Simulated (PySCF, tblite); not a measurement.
# 2,2,2-trifluoroethylamine (C2H4F3N): a rotation path, then NMR shifts and spin-spin couplings on frames, part 3 of 3

tblite 0.8.0 and PySCF 2.14.0. Atoms count from 0. Earlier steps stand in the parts before.

### Step 11. Shielding tensors: image 8, PBE0/pcSseg-1

What the job is given:

```
{"job": {"kind": "nmr", "xc": "PBE0", "basis": "pcSseg-1", "pop": false}, "charge": 0, "multiplicity": 1}
N     -1.231700     0.251600     0.609100
C     -0.126400     0.516300    -0.283400
C      0.981400    -0.495400    -0.018100
F      2.026700    -0.300300    -0.839800
F      1.455700    -0.442100     1.227200
F      0.567200    -1.755800    -0.223800
H     -1.963400     0.940500     0.492400
H     -1.623000    -0.669400     0.445100
H     -0.357700     0.450400    -1.361200
H      0.280000     1.508800    -0.070100
```

Method: GIAO PBE0/pcSseg-1 NMR shielding, non-relativistic, gas phase.

Output:

```text
coarse grid: 8976 points
cycle   1  E = -432.2546255630  dE =  8.587e-01  |g| = 8.833e-01  |ddm| = 2.631e+00
cycle   2  E = -432.1356502345  dE =  1.190e-01  |g| = 1.279e+00  |ddm| = 1.012e+00
cycle   3  E = -432.3860992315  dE = -2.504e-01  |g| = 5.328e-02  |ddm| = 5.979e-01
cycle   4  E = -432.3864708889  dE = -3.717e-04  |g| = 3.087e-02  |ddm| = 5.382e-02
cycle   5  E = -432.3866614400  dE = -1.906e-04  |g| = 5.791e-03  |ddm| = 2.300e-02
cycle   6  E = -432.3866676901  dE = -6.250e-06  |g| = 1.505e-03  |ddm| = 4.384e-03
final grid: 89712 points
cycle   7  E = -432.4375470634  dE = -3.585e-05  |g| = 8.044e-03  |ddm| = 1.775e-02
cycle   8  E = -432.4375382624  dE =  8.801e-06  |g| = 1.087e-02  |ddm| = 1.169e-02
cycle   9  E = -432.4375600610  dE = -2.180e-05  |g| = 5.901e-04  |ddm| = 6.340e-03
cycle  10  E = -432.4375601120  dE = -5.100e-08  |g| = 2.133e-04  |ddm| = 4.795e-04
cycle  11  E = -432.4375601184  dE = -6.370e-09  |g| = 6.081e-05  |ddm| = 1.310e-04
cycle  12  E = -432.4375601190  dE = -6.058e-10  |g| = 1.571e-05  |ddm| = 4.019e-05
converged SCF energy = -432.4375601190

GIAO shielding tensors (ppm)
atom      isotropic    diamagn.    paramagn.     s11        s22        s33       span
  0 N      245.381     313.719     -68.338    204.408    254.226    277.508     73.100
  1 C      136.231     246.381    -110.150    120.763    134.968    152.961     32.198
  2 C       52.249     239.848    -187.599     49.081     52.009     55.657      6.577
  3 F      257.968     471.928    -213.960    169.976    257.521    346.407    176.431
  4 F      262.102     472.592    -210.491    176.763    265.863    343.678    166.915
  5 F      267.593     473.911    -206.318    177.307    274.281    351.190    173.884
  6 H       31.046      29.855       1.191     23.384     27.608     42.145     18.762
  7 H       31.044      30.977       0.067     23.239     30.064     39.830     16.590
  8 H       28.044      29.237      -1.193     23.118     27.790     33.223     10.105
  9 H       28.350      28.698      -0.348     24.668     27.695     32.687      8.020
```

Wall time 6.3 s (1 thread of Intel Xeon Platinum 8488C, shared host); peak memory 0.59 GiB.

Key values: δ C2 134.7, C1 50.7, N0 22.3, F3 -87.0, H8 3.67, H9 3.37 ppm.

### Step 12. Indirect couplings: image 8, B3LYP/pcJ-1

Same as in step 11 but for these lines:

```diff
@@ -1,2 +1,2 @@
-{"job": {"kind": "nmr", "xc": "PBE0", "basis": "pcSseg-1", "pop": false}, "charge": 0, "multiplicity": 1}
+{"job": {"kind": "j", "xc": "B3LYP", "basis": "pcJ-1"}, "charge": 0, "multiplicity": 1}
 N     -1.231700     0.251600     0.609100
```

Method: B3LYP/pcJ-1 indirect spin-spin coupling, non-relativistic, gas phase.

Output:

```text
coarse grid: 8976 points
cycle   1  E = -432.7208387386  dE =  8.140e-01  |g| = 9.479e-01  |ddm| = 2.485e+00
cycle   2  E = -432.5437607446  dE =  1.771e-01  |g| = 1.473e+00  |ddm| = 1.122e+00
cycle   3  E = -432.8658703580  dE = -3.221e-01  |g| = 6.268e-02  |ddm| = 6.756e-01
cycle   4  E = -432.8662976882  dE = -4.273e-04  |g| = 4.280e-02  |ddm| = 6.723e-02
cycle   5  E = -432.8666618029  dE = -3.641e-04  |g| = 7.030e-03  |ddm| = 2.972e-02
cycle   6  E = -432.8666701812  dE = -8.378e-06  |g| = 2.195e-03  |ddm| = 5.206e-03
final grid: 89712 points
cycle   7  E = -432.9164968858  dE = -1.537e-04  |g| = 8.242e-03  |ddm| = 1.454e-02
cycle   8  E = -432.9164848029  dE =  1.208e-05  |g| = 1.186e-02  |ddm| = 1.093e-02
cycle   9  E = -432.9165079409  dE = -2.314e-05  |g| = 3.631e-04  |ddm| = 6.421e-03
cycle  10  E = -432.9165079450  dE = -4.073e-09  |g| = 3.079e-04  |ddm| = 3.379e-04
cycle  11  E = -432.9165079607  dE = -1.567e-08  |g| = 4.604e-05  |ddm| = 1.742e-04
cycle  12  E = -432.9165079609  dE = -2.843e-10  |g| = 1.374e-05  |ddm| = 2.746e-05
converged SCF energy = -432.9165079609

Indirect spin-spin couplings (Hz)
  i      j    bonds     total        FC       PSO       DSO        SD
  0 N    1 C    1     -5.513    -4.758     0.036    -0.090    -0.701
  0 N    2 C    2     -2.800    -2.919     0.131    -0.041     0.028
  0 N    3 F    3     -2.429    -2.649     0.280     0.151    -0.211
  0 N    4 F    3     -0.584    -1.050     0.510    -0.027    -0.016
  0 N    5 F    3      0.662     0.253     0.382    -0.019     0.046
  0 N    6 H    1    -71.938   -68.644    -2.791    -0.267    -0.236
  0 N    7 H    1    -69.371   -66.242    -2.634    -0.300    -0.195
  0 N    8 H    2     -0.127    -0.069    -0.217     0.120     0.038
  0 N    9 H    2     -2.289    -2.173    -0.197     0.061     0.020
  1 C    2 C    1     67.152    68.223    -1.489     0.417         -
  1 C    3 F    2     38.730    42.605    -4.362     0.056     0.431
  1 C    4 F    2     27.847    29.441    -2.962     0.024     1.344
  1 C    5 F    2     29.731    31.229    -2.784     0.041     1.245
  1 C    6 H    2     -1.077    -1.124     0.376    -0.329         -
  1 C    7 H    2     -2.596    -2.659     0.346    -0.282         -
  1 C    8 H    1    140.354   138.985     0.272     1.097         -
  1 C    9 H    1    145.617   144.305     0.223     1.089         -
  2 C    3 F    1   -338.106  -315.582   -33.790     1.392     9.874
  2 C    4 F    1   -355.378  -326.315   -38.820     1.413     8.344
  2 C    5 F    1   -343.322  -319.901   -34.311     1.417     9.473
  2 C    6 H    3     14.555    14.509     0.434    -0.388         -
  2 C    7 H    3      1.232     1.267    -0.295     0.259         -
  2 C    8 H    2     -3.350    -3.373    -0.373     0.396         -
  2 C    9 H    2     -7.222    -7.259    -0.343     0.380         -
  3 F    4 F    2     65.787    44.811   -28.658    -0.414    50.048
  3 F    5 F    2     82.942    51.389   -19.875    -0.371    51.799
  3 F    6 H    4      5.074     4.933     1.667    -1.687     0.161
  3 F    7 H    4     -1.349    -0.743     0.960    -1.506    -0.061
  3 F    8 H    3     -0.327    -0.036     0.061     0.294    -0.646
  3 F    9 H    3     -0.570    -0.449     0.333     0.052    -0.506
  4 F    5 F    2     53.008    47.262   -41.806    -0.360    47.912
  4 F    6 H    4     -0.751    -0.481     1.481    -1.580    -0.170
  4 F    8 H    3     21.537    22.072     1.585    -2.132     0.012
  4 F    9 H    3      1.734     1.308     0.685     0.117    -0.376
  5 F    6 H    4     -0.687    -0.528     1.639    -1.691    -0.108
  5 F    7 H    4     -0.238     0.030    -1.473     1.519    -0.314
  5 F    8 H    3      0.999     0.356     0.997     0.006    -0.361
  5 F    9 H    3     22.672    23.202     1.584    -2.150     0.037
  6 H    7 H    2     -8.358    -9.020     5.101    -4.439         -
  6 H    8 H    3      1.680     1.836     0.780    -0.935         -
  6 H    9 H    3      3.431     3.526     0.456    -0.551         -
  7 H    8 H    3      2.574     2.705     0.505    -0.636         -
  7 H    9 H    3     17.363    17.425     3.465    -3.528         -
  8 H    9 H    2    -11.868   -12.043     1.953    -1.779         -
```

Wall time 21 s (1 thread of Intel Xeon Platinum 8488C, shared host); peak memory 0.82 GiB.

Key values: J(C2,F3) -345.6 Hz, J(C1,H8) 143.0 Hz, J(N0,H6) -70.7 Hz (means over like pairs).

### Step 13. Run by run: NMR shifts

Shifts (ppm) of some atoms, chosen among heavy atoms and hydrogens apart, with basis size and wall time:

```csv
frame,C1,H8,H7,N0,F4,F5,F3,functions,time
image 0,50.7,3.67,0.67,22.3,-87.0,-91.2,-96.7,122,8.8 s
image 2,51.7,3.83,0.44,23.1,-82.3,-91.4,-83.3,122,6.3 s
image 4,53.8,3.95,0.49,24.4,-72.6,-91.1,-70.1,122,6.3 s
image 6,52.8,3.81,0.73,23.8,-79.3,-96.9,-76.8,122,6.2 s
image 8,50.7,3.67,0.67,22.3,-91.2,-96.6,-87.0,122,6.3 s
```

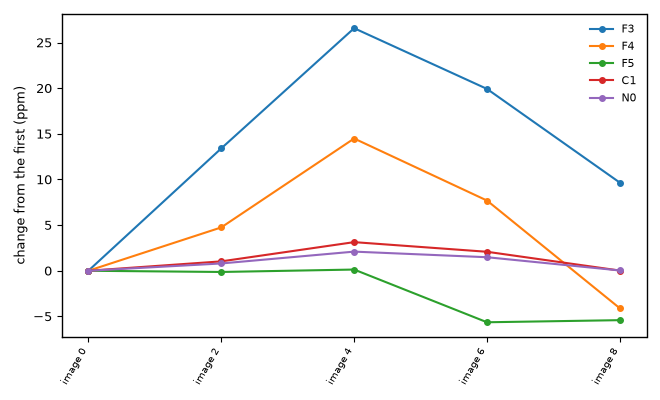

How five of the tabulated atoms move from run to run.

### Step 14. Side by side: spin-spin couplings

Couplings (Hz), each a mean over the pairs like the one named, with basis size and wall time:

```csv
frame,C2–F3,C1–H8,N0–H6,F3–F4,C1–C2,C1–F3,H8–H9,functions,time
image 0,-345.5,143.0,-70.6,67.4,67.1,32.1,-11.8,202,22 s
image 2,-345.4,143.4,-70.7,64.8,67.2,32.8,-12.2,202,22 s
image 4,-345.4,143.4,-70.7,66.4,67.5,33.7,-12.9,202,22 s
image 6,-345.2,143.1,-70.9,69.9,67.6,32.8,-12.5,202,21 s
image 8,-345.6,143.0,-70.7,67.2,67.2,32.1,-11.9,202,21 s
```

### Step 15. What came out

The summary covers parts 1 to 3.

```
                                            quantity                               value
                                             barrier  0.089 eV (2.0 kcal/mol) at image 4
                               end to end (GFN2-xTB)                            0.000 eV
     ¹³C shifts against TMS (PBE0/pcSseg-1, image 0)                     134.7, 50.7 ppm
      ¹H shifts against TMS (PBE0/pcSseg-1, image 0)          3.67, 3.37, 0.67, 0.66 ppm
     ¹⁵N shifts against NH3 (PBE0/pcSseg-1, image 0)                            22.3 ppm
   ¹⁹F shifts against CFCl3 (PBE0/pcSseg-1, image 0)             -87.0, -91.2, -96.7 ppm
               surface potential, least and greatest                  -1.53 V and 1.69 V
largest coupling of the table (B3LYP/pcJ-1, image 0)            ¹J(C,F) C2–F5, -355.5 Hz
                            range of the shift of F3                  -96.7 to -70.1 ppm
             range of J(C2,F3), mean over like pairs                 -345.6 to -345.2 Hz
```

**Reading.** Along the band the dihedral turns by 120°, and the top (dihedral 237°) lies 2.0 kcal/mol above the start (GFN2-xTB, rough), so at room temperature this motion is fast. The top was not checked by a frequency run. Shifts at one fixed geometry are not the observed spectrum, which averages over the motion. Of the pairs tabulated at B3LYP/pcJ-1, C2–F5 couples most strongly (-355.5 Hz; Fermi contact -326.5 Hz). Density functionals describe couplings to fluorine poorly, F–F couplings above all, so those rows are rough. Across the 5 runs the shift of F3 moves most, between -96.7 (image 0) and -70.1 ppm (image 4). The coupling C2–F3, as a mean over pairs of its kind, runs from -345.6 Hz (image 8) to -345.2 Hz (image 6).
